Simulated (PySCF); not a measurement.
# NMR shielding calculation of C5H11N3Si

The run: NMR shielding calculation of C5H11N3Si (1-(trimethylsilyl)-1h-1,2,3-triazole), SMILES C[Si](C)(C)n1ccnn1. Method and program: GIAO PBE0/pcSseg-1 NMR shielding, non-relativistic, gas phase (PySCF 2.14.0).

The geometry comes from this level: GFN2-xTB. It belongs to a series of runs on one base structure; here: CH3 replaced by SiMe3. Figures and captions count atoms from 1; the log counts them from 0 in places.

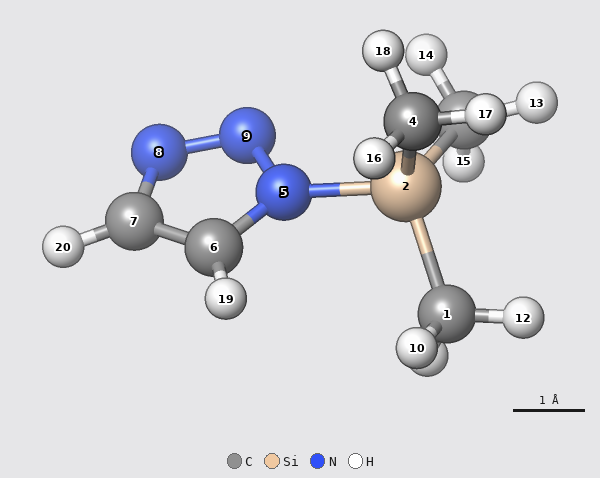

Fig. 1: The structure (ball-and-stick view, seen at a tilt; atoms are numbered from 1 in the order of the input).

The input:
```
{"job": {"kind": "nmr", "xc": "PBE0", "basis": "pcSseg-1"}, "charge": 0, "multiplicity": 1}
C     -1.361967    -0.998602    -1.324215
Si    -0.718745     0.168770     0.036796
C     -1.507898    -0.128530     1.732296
C     -0.786510     1.988100    -0.520734
N      1.002158    -0.237861     0.254293
C      1.967904    -0.483875    -0.662593
C      3.103840    -0.726276     0.066050
N      2.780910    -0.616022     1.372071
N      1.546117    -0.328174     1.476057
H     -0.951289    -0.746573    -2.298102
H     -1.103078    -2.032897    -1.114832
H     -2.442654    -0.941182    -1.404623
H     -2.529920     0.235154     1.761811
H     -0.944926     0.378091     2.509589
H     -1.523052    -1.184909     1.982323
H     -0.260801     2.142662    -1.459483
H     -1.811894     2.314147    -0.663013
H     -0.333160     2.640979     0.219720
H      1.773104    -0.465608    -1.713477
H      4.096712    -0.966717    -0.252967
```

The first line tells a small driver script what to run in PySCF; the rest is the geometry in Å.

Run as:
```bash
OMP_NUM_THREADS=1 python <driver script> task.json out
```

Log:
```
coarse grid: 17064 points
cycle   1  E = -650.1940170095  dE =  1.257e+00  |g| = 5.835e-01  |ddm| = 4.125e+00
cycle   2  E = -650.1608447423  dE =  3.317e-02  |g| = 6.981e-01  |ddm| = 1.027e+00
cycle   3  E = -650.2690649018  dE = -1.082e-01  |g| = 2.003e-01  |ddm| = 6.471e-01
cycle   4  E = -650.2772591293  dE = -8.194e-03  |g| = 4.773e-02  |ddm| = 1.803e-01
cycle   5  E = -650.2777736238  dE = -5.145e-04  |g| = 6.511e-03  |ddm| = 4.588e-02
cycle   6  E = -650.2777822972  dE = -8.673e-06  |g| = 3.185e-03  |ddm| = 9.265e-03
cycle   7  E = -650.2777843930  dE = -2.096e-06  |g| = 6.775e-04  |ddm| = 3.088e-03
final grid: 160040 points
cycle   8  E = -650.3260941341  dE = -4.198e-05  |g| = 8.849e-03  |ddm| = 3.067e-02
cycle   9  E = -650.3260909589  dE =  3.175e-06  |g| = 9.681e-03  |ddm| = 1.521e-02
cycle  10  E = -650.3261133620  dE = -2.240e-05  |g| = 1.215e-03  |ddm| = 7.929e-03
cycle  11  E = -650.3261136775  dE = -3.155e-07  |g| = 4.127e-04  |ddm| = 1.302e-03
cycle  12  E = -650.3261137123  dE = -3.486e-08  |g| = 1.276e-04  |ddm| = 3.721e-04
cycle  13  E = -650.3261137153  dE = -2.948e-09  |g| = 3.818e-05  |ddm| = 9.910e-05
cycle  14  E = -650.3261137155  dE = -2.433e-10  |g| = 1.413e-05  |ddm| = 3.813e-05
```

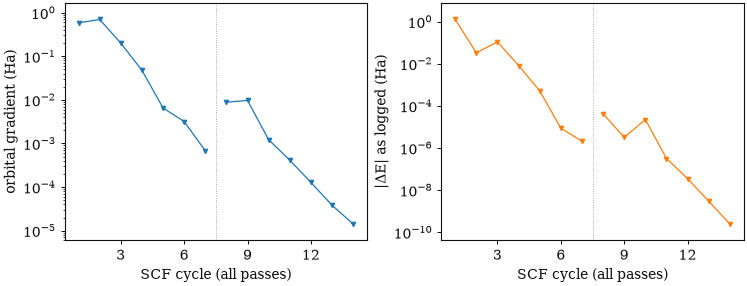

Fig. 2: Convergence of the self-consistent field: orbital gradient and size of the energy change against the SCF cycle. The dotted line marks the change from a coarse to the final integration grid. The first 7 cycles use a coarse grid, the final grid takes over at cycle 8, and the field converges after 14 cycles in all.

```
converged SCF energy = -650.3261137155

GIAO shielding tensors (ppm)
atom      isotropic    diamagn.    paramagn.     s11        s22        s33       span
  0 C      186.210     256.196     -69.987    179.892    184.670    194.067     14.174
  1 Si     334.482     882.470    -547.988    317.973    331.584    353.889     35.916
  2 C      188.369     255.119     -66.750    183.405    188.475    193.227      9.821
  3 C      184.721     255.624     -70.903    178.770    182.657    192.736     13.966
  4 N       -7.536     329.030    -336.566   -146.773    -14.832    138.997    285.770
  5 C       54.886     252.540    -197.654    -33.611     47.970    150.299    183.911
  6 C       49.033     259.104    -210.071    -31.771     54.197    124.673    156.444
  7 N     -126.080     330.510    -456.590   -381.185   -193.165    196.111    577.297
  8 N     -143.423     320.104    -463.527   -414.140   -143.447    127.319    541.459
  9 H       31.118      32.718      -1.600     26.666     28.788     37.900     11.234
 10 H       31.328      32.269      -0.941     27.425     28.685     37.873     10.448
 11 H       31.356      30.702       0.654     26.782     28.733     38.552     11.770
 12 H       31.574      30.223       1.350     26.957     29.039     38.724     11.767
 13 H       30.064      31.347      -1.283     24.680     27.761     37.750     13.070
 14 H       31.070      31.450      -0.380     27.103     28.037     38.070     10.967
 15 H       31.328      32.372      -1.044     26.525     29.453     38.006     11.481
 16 H       31.522      30.540       0.981     27.489     28.350     38.726     11.236
 17 H       31.245      31.685      -0.440     26.703     29.083     37.951     11.248
 18 H       24.089      33.244      -9.155     21.537     22.034     28.698      7.161
 19 H       23.809      30.933      -7.124     21.562     23.452     26.413      4.851
```

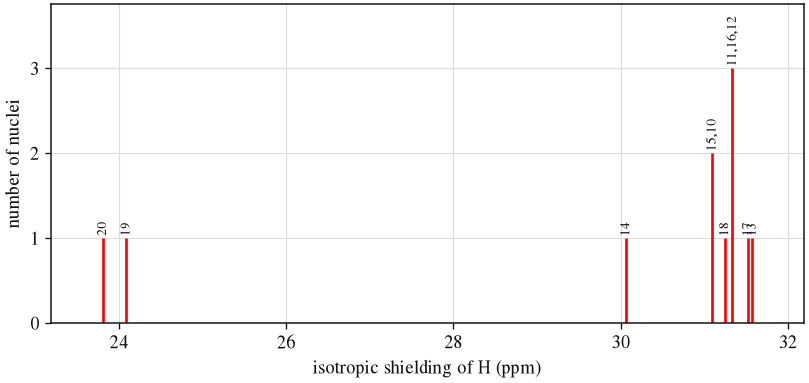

Fig. 3: Isotropic shieldings of the hydrogen nuclei in this fixed geometry, labelled by atom number; shielding grows to the right, so chemical shift grows to the left. The least shielded is H20 (23.8 ppm), the most shielded H13 (31.6 ppm).

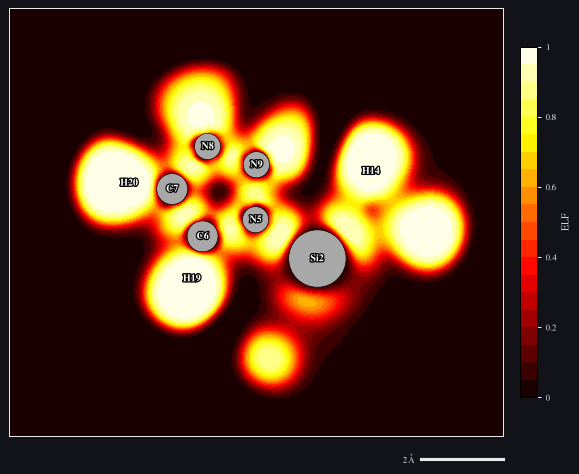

Fig. 4: Electron localisation function on the plane of atoms C6, C7 and N8. Grey discs, where drawn, cover atomic cores. Atoms in the plane: Si, N, C and H. N–N (1.27 Å): the ELF peaks at about 0.90 between the atoms (localised, shared-pair bonding). C–N (1.35 Å): the ELF peaks at about 0.95 between the atoms (a shared electron pair). C–C (1.37 Å): the ELF peaks at about 0.95 between the atoms (localised, shared-pair bonding).

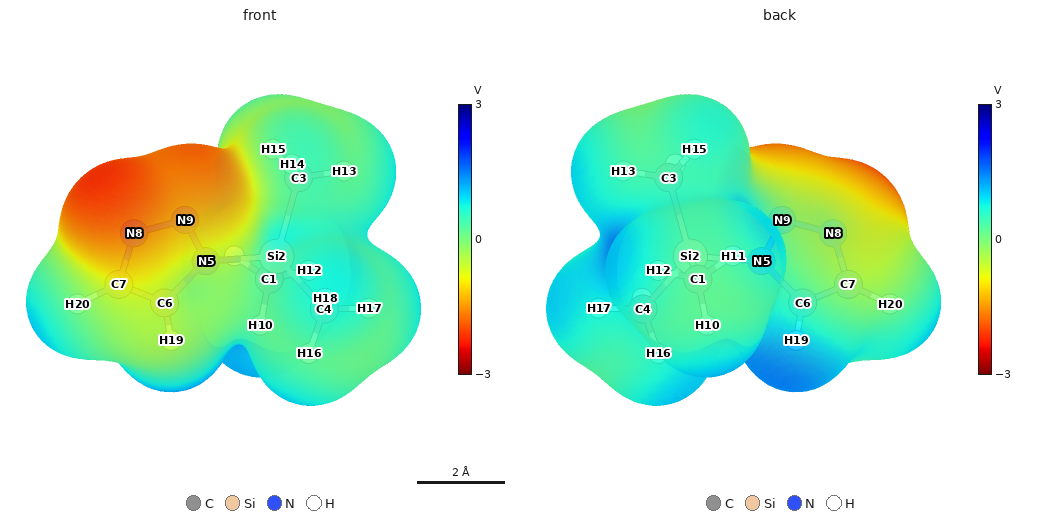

Fig. 5: The electrostatic potential painted on the density surface at 0.002 e/bohr³, seen at a tilt and from behind; the colour scale runs from red (negative) to blue (positive).

Summary:

- outcome: converged
- total energy: −650.326114 hartree
- HOMO: −7.39 eV
- LUMO: 0.03 eV
- dipole moment: 4.70 D
- isotropic shielding, C: 49.0 to 188.4 ppm
- isotropic shielding, Si: 334.5 ppm
- isotropic shielding, N: −143.4 to −7.5 ppm
- isotropic shielding, H: 23.8 to 31.6 ppm
- hardware: 1 CPU thread, shared host
- wall time: 53 s
- peak memory: 0.97 GiB
